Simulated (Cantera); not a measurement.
A closed system holds: 1 mol HCl, 0.053 mol H₂, 0.21 mol N₂, held at 13300 Pa.

These are equilibrium values from Cantera (NASA tables, ideal gas, pure condensed phases), not measurements of a reactor. Candidate condensed phases: NH₄Cl; 12 gas species. Rates play no part.

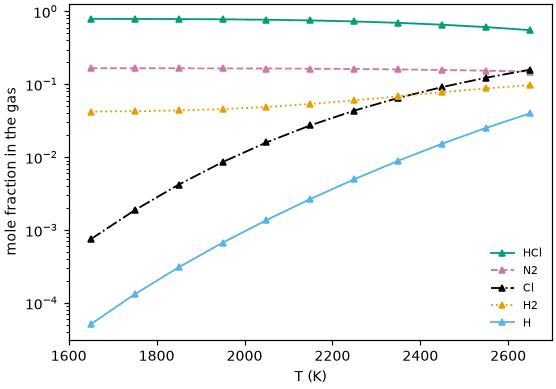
Figure. Equilibrium gas composition (values under 1e-9 drawn at 1e-9)

Problem. Read off the mole fractions at 2550 K.

Solution. HCl about 0.61, N₂ about 0.15, Cl about 0.12, H₂ about 0.088, H about 0.025.
